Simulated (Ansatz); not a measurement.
**Run report: B$_{2}$H$_{2}$ClO, nudged elastic band**

System: B$_{2}$H$_{2}$ClO, multiplicity 2, SMILES OB[B]Cl.
Method: UKS B3LYP-D4/def2-mTZVP (Ansatz 0.2.0).

One setting was made poor on purpose. It belongs to a series of runs on one base structure; here: band between the two ends. Figures and captions count atoms from 1; the log counts them from 0 in places.

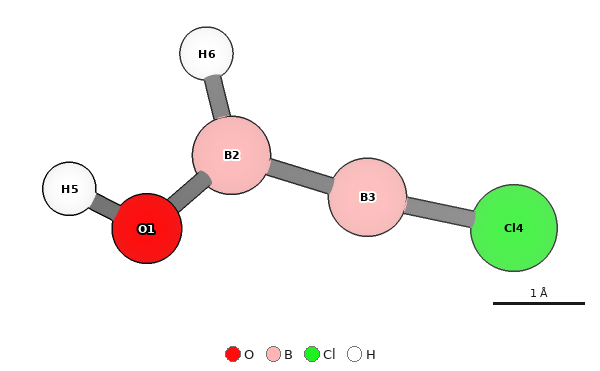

The structure as given in the input (ball-and-stick view, seen at a tilt; atoms are numbered from 1 in the order of the input).

**The input**
```yaml
crystal:
  periodic: [false, false, false]
  atoms:
    - { symbol: O, position_ang: [0.190975, 0.827755, -1.202842] }
    - { symbol: B, position_ang: [0.180792, 0.288927, 0.064175] }
    - { symbol: B, position_ang: [-0.527682, -1.094953, 0.429467] }
    - { symbol: Cl, position_ang: [-1.224011, -2.540334, 0.974328] }
    - { symbol: H, position_ang: [0.663153, 1.668288, -1.245887] }
    - { symbol: H, position_ang: [0.716773, 0.850327, 0.980768] }
magnetization:
  spin_polarized: true
  initial_magnetization: 1
basis:
  gaussian: { orbitals: def2-mTZVP }
hamiltonian:
  xc: b3lyp
  dispersion: d4
neb:
  order_check: false
  images: 3
  f_tol: 0.05
  max_iterations: 60
  climbing: true
  final_atoms:
    - { symbol: O, position_ang: [0.52108073, 1.20818792, -0.87486302] }
    - { symbol: B, position_ang: [0.30761353, 0.43759818, 0.2432869] }
    - { symbol: B, position_ang: [-0.57756231, -0.88997773, 0.40266713] }
    - { symbol: Cl, position_ang: [-1.16279219, -2.46433321, 0.65056652] }
    - { symbol: H, position_ang: [0.11224457, 0.87589753, -1.68361264] }
    - { symbol: H, position_ang: [0.79941566, 0.83263731, 1.26196411] }
  initial_path:
    images:
      - { positions_ang: [[0.190975, 0.827755, -1.202842], [0.180792, 0.288927, 0.064175], [-0.527682, -1.094953, 0.429467], [-1.224011, -2.540334, 0.974328], [0.663153, 1.668288, -1.245887], [0.716773, 0.850327, 0.980768]] }
      - { positions_ang: [[0.11373587, 1.01489595, -1.07029439], [0.14258007, 0.34693355, 0.12619881], [-0.52553226, -1.05109612, 0.39229769], [-1.14302798, -2.51303433, 0.89383713], [0.70535199, 1.36999707, -1.40406611], [0.7068923, 0.83231388, 1.06203587]] }
      - { positions_ang: [[0.03649674, 1.20203691, -0.93774678], [0.10436815, 0.40494009, 0.18822261], [-0.52338251, -1.00723923, 0.35512838], [-1.06204496, -2.48573466, 0.81334626], [0.74755099, 1.07170614, -1.56224523], [0.6970116, 0.81430075, 1.14330375]] }
      - { positions_ang: [[0.27878873, 1.20511241, -0.9063049], [0.20599084, 0.42126913, 0.21575476], [-0.55047241, -0.94860848, 0.37889776], [-1.11241857, -2.47503393, 0.73195639], [0.42989778, 0.97380183, -1.62292893], [0.74821363, 0.82346903, 1.20263393]] }
      - { positions_ang: [[0.52108073, 1.20818792, -0.87486302], [0.30761353, 0.43759818, 0.2432869], [-0.57756231, -0.88997773, 0.40266713], [-1.16279219, -2.46433321, 0.65056652], [0.11224457, 0.87589753, -1.68361264], [0.79941566, 0.83263731, 1.26196411]] }
```

Launched with:
```bash
ansatz run input.yaml --threads 2 --pin off --max-ram 3072MiB --backend cpu --events-out ev --progress --plain --runs-dir out
```

**What the program printed**
```
Engine: ansatz 0.2.0, x86_64-unknown-linux-gnu
Functional definition: B3LYP
  parameter a0 = 0.2
  parameter ax = 0.72
  parameter ac = 0.81
  exchange = (1 - a0 - ax)*slater_x + ax*b88_x + a0*exact_x
  correlation = (1 - ac)*vwn_rpa_c + ac*lyp_c
895 factors; integrals over basis functions are off by at most 6.3e-4 eV
mean field evaluation 1: about -15950.0105 eV, gradient 4.0e1 eV
mean field evaluation 2: about -15930.3263 eV, gradient 7.9e1 eV
mean field evaluation 4: about -15956.5384 eV, gradient 5.9e0 eV
mean field evaluation 8: about -15956.7650 eV, gradient 4.3e-1 eV
mean field evaluation 16: about -15956.7664 eV, gradient 9.1e-5 eV
mean field -15956.76643041 eV, -586.4003504329 hartree, gradient 3.1e-5 eV, S^2 0.752654; 2 other end points of the search recorded, 0 dependent functions left out
the calculation of the forces begins
reference -15956.76667199 eV, -586.4003593107 hartree; 19, 18 occupied and 71, 72 virtual orbitals, 895 factors
895 factors; integrals over basis functions are off by at most 6.1e-4 eV
mean field evaluation 32: about -15956.7311 eV, gradient 1.1e-1 eV
mean field -15956.73115853 eV, -586.3990542150 hartree, gradient 2.7e-5 eV, S^2 0.752972; 2 other end points of the search recorded, 0 dependent functions left out
[... from here on the field's lines of each further geometry are left out, up to the last ...]
NEB iter   1: max|band force component| = 1.928e1 eV/Å  barrier→ = 1.8882 eV  barrier← = 1.8540 eV  Δτ_max = 0.1478 Å  (218 SCF iters)
NEB iter   2: max|band force component| = 8.490e-1 eV/Å  barrier→ = 0.4641 eV  barrier← = 0.4299 eV  Δτ_max = 0.0912 Å  (109 SCF iters)
NEB iter   3: max|band force component| = 4.758e-1 eV/Å  barrier→ = 0.4608 eV  barrier← = 0.4266 eV  CI = image 2  Δτ_max = 0.0591 Å  (110 SCF iters)
NEB iter   4: max|band force component| = 2.693e-1 eV/Å  barrier→ = 0.4387 eV  barrier← = 0.4045 eV  CI = image 2  Δτ_max = 0.0187 Å  (110 SCF iters)
NEB iter   5: max|band force component| = 1.067e-1 eV/Å  barrier→ = 0.4377 eV  barrier← = 0.4035 eV  CI = image 2  Δτ_max = 0.0224 Å  (109 SCF iters)
NEB iter   6: max|band force component| = 7.405e-2 eV/Å  barrier→ = 0.4364 eV  barrier← = 0.4022 eV  CI = image 2  Δτ_max = 0.0128 Å  (107 SCF iters)
the calculation of the forces begins
reference -15956.58737120 eV, -586.3937701283 hartree; 19, 18 occupied and 71, 72 virtual orbitals, 895 factors
895 factors; integrals over basis functions are off by at most 7.4e-4 eV
mean field evaluation 320: about -15956.3303 eV, gradient 3.9e-2 eV
mean field -15956.33032161 eV, -586.3843237302 hartree, gradient 2.4e-5 eV, S^2 0.752347; 3 other end points of the search recorded, 0 dependent functions left out
the calculation of the forces begins
reference -15956.33056734 eV, -586.3843327605 hartree; 19, 18 occupied and 71, 72 virtual orbitals, 895 factors
NEB iter   7: max|band force component| = 4.700e-2 eV/Å  barrier→ = 0.4361 eV  barrier← = 0.4019 eV  CI = image 2  Δτ_max = 0.0000 Å  (230 SCF iters)
```

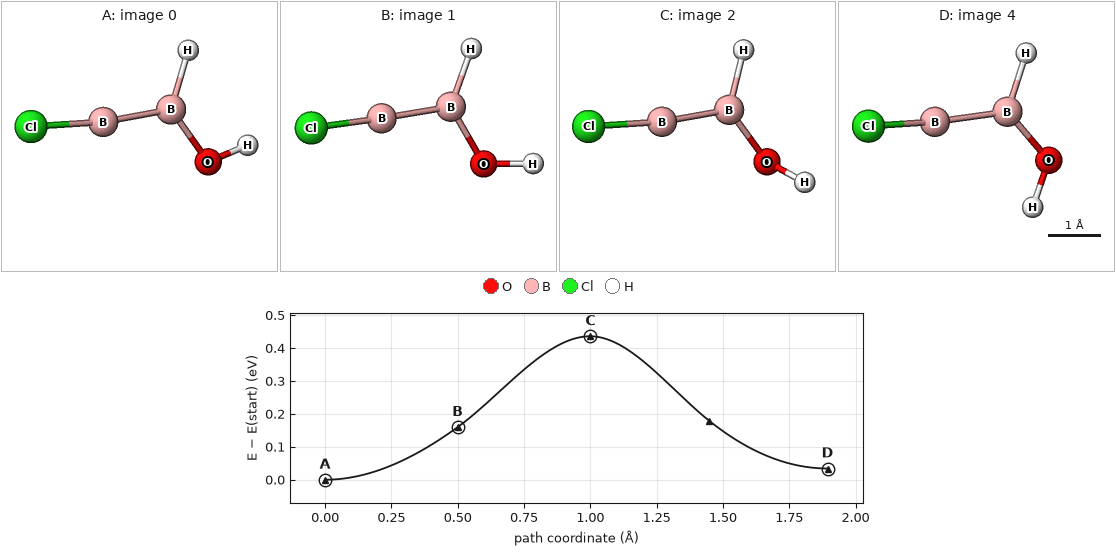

Images of the last band (counted from 0; ball-and-stick, seen at a tilt) above the energy along the path; the line is a cubic interpolation that uses the forces. The highest image is number 2, 0.436 eV above the start and 0.402 eV above the end (the climbing image); the end lies 0.034 eV above the start. The path is 1.89 Å long. The band converged in 7 iterations.

```
Total energy: -15956.49169735 eV, -586.3902541789 hartree
Atom 0 at     0.045735     1.188535    -0.953199 Å, force    -0.017569     0.023377    -0.012670 eV/Å
Atom 1 at     0.150125     0.427252     0.206232 Å, force     0.000179    -0.020023     0.037727 eV/Å
Atom 2 at    -0.475946    -1.032023     0.407019 Å, force    -0.008490    -0.035253     0.004604 eV/Å
Atom 3 at    -1.135835    -2.547679     0.781393 Å, force     0.009111     0.029553    -0.008531 eV/Å
Atom 4 at     0.723302     1.096685    -1.630133 Å, force     0.015269    -0.003560    -0.019904 eV/Å
Atom 5 at     0.692619     0.867240     1.188696 Å, force     0.001499     0.005905    -0.001225 eV/Å
Dipole moment:     0.109207    -0.356570    -0.109245 e Å
this run last wrote the band of iteration 7 to [file]
```

**The last band as extended XYZ (Å, eV, eV/Å)**
```
6
Properties=species:S:1:pos:R:3:forces:R:3 image=0 energy=-15956.92751
O     0.1910    0.8278   -1.2028    0.0037  -0.0012   0.0036
B     0.1808    0.2889    0.0642   -0.0041   0.0034   0.0001
B    -0.5277   -1.0950    0.4295   -0.0009  -0.0007  -0.0047
Cl   -1.2240   -2.5403    0.9743   -0.0018  -0.0052   0.0037
H     0.6632    1.6683   -1.2459   -0.0004   0.0028  -0.0034
H     0.7168    0.8503    0.9808    0.0034   0.0010   0.0007
6
Properties=species:S:1:pos:R:3:forces:R:3 image=1 energy=-15956.76747
O     0.0176    0.9242   -1.0899   -0.0189  -0.3826  -0.1771
B     0.1467    0.3820    0.1769   -0.0101  -0.0552  -0.0410
B    -0.5431   -1.0287    0.4717   -0.0820  -0.0034   0.0915
Cl   -1.1592   -2.5685    0.8091   -0.0530  -0.0247   0.0427
H     0.7762    1.3983   -1.4425    0.0613   0.4241   0.2516
H     0.7617    0.8925    1.0747    0.1028   0.0419  -0.1677
6
Properties=species:S:1:pos:R:3:forces:R:3 image=2 energy=-15956.49145
O     0.0457    1.1885   -0.9532   -0.0176   0.0234  -0.0127
B     0.1501    0.4273    0.2062    0.0002  -0.0200   0.0377
B    -0.4759   -1.0320    0.4070   -0.0085  -0.0353   0.0046
Cl   -1.1358   -2.5477    0.7814    0.0091   0.0296  -0.0085
H     0.7233    1.0967   -1.6301    0.0153  -0.0036  -0.0199
H     0.6926    0.8672    1.1887    0.0015   0.0059  -0.0012
6
Properties=species:S:1:pos:R:3:forces:R:3 image=3 energy=-15956.74781
O     0.3072    1.3097   -0.8473    0.4813   0.1809   0.1317
B     0.2140    0.4252    0.2025    0.0579   0.0231   0.0430
B    -0.4631   -1.0121    0.3608    0.0530  -0.0099  -0.1024
Cl   -1.1778   -2.4916    0.7883    0.0388   0.0376  -0.0297
H     0.4138    0.9691   -1.7386   -0.4295  -0.2402  -0.1698
H     0.7059    0.7998    1.2343   -0.2015   0.0085   0.1272
6
Properties=species:S:1:pos:R:3:forces:R:3 image=4 energy=-15956.89331
O     0.5211    1.2082   -0.8749    0.0001  -0.0035  -0.0044
B     0.3076    0.4376    0.2433    0.0016   0.0074   0.0055
B    -0.5776   -0.8900    0.4027    0.0013   0.0057  -0.0018
Cl   -1.1628   -2.4643    0.6506   -0.0037  -0.0114   0.0024
H     0.1122    0.8759   -1.6836    0.0001   0.0036  -0.0038
H     0.7994    0.8326    1.2620    0.0006  -0.0019   0.0022
```

**Key numbers**

| quantity | value |
| --- | --- |
| outcome | converged |
| barrier, forward | 0.436 eV |
| barrier, backward | 0.402 eV |
| hardware | 2 threads of AMD EPYC (Zen 5), 16 GiB of memory available, shared host |
| wall time | 22 s (CPU time 42 s) |
| peak memory | 0.24 GiB |

A deliberately poor setting: few images. The order of the saddle point was not checked.
